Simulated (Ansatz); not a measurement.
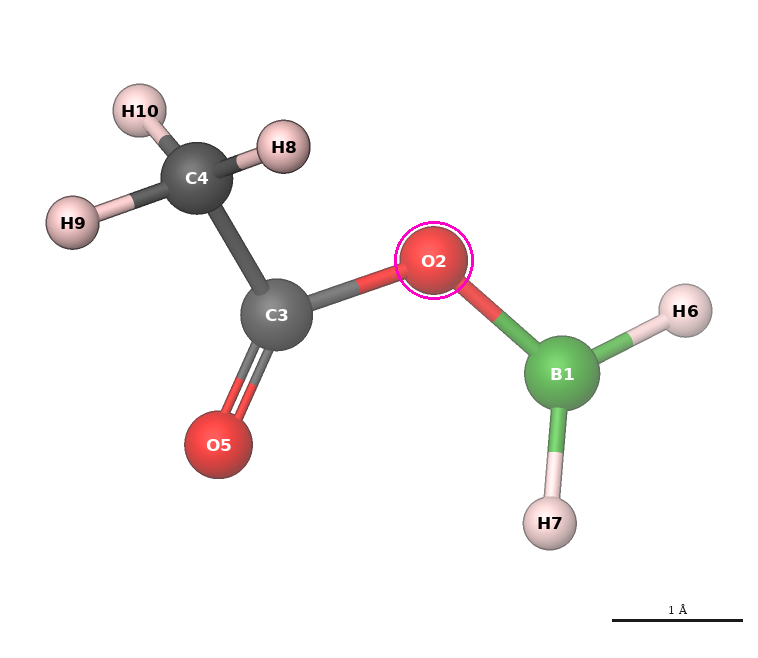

(Drawn from a calculation with Ansatz.)

Orthographic view. Depth is shown by fading: the farther an atom, the more it takes the colour of the background. Geometry: moved along internal coordinates away from the minimum.

Q: Which atoms are bonded to the circled atom?

A: The circled atom is O2; it is bonded to B1, C3.

Q: Which atom is farthest from the viewer?

A: H6, 1.4 Å behind the mean position.

Q: What is the shortest path along bonds from the circled atom to H9?

A: O2–C3–C4–H9, 3 bonds; through space the two are 3.30 Å apart.

Q: Of C4 and H10, which is nearer the viewer?

A: C4; the bond to H10 points away from the viewer, so it looks shorter than its 1.09 Å.
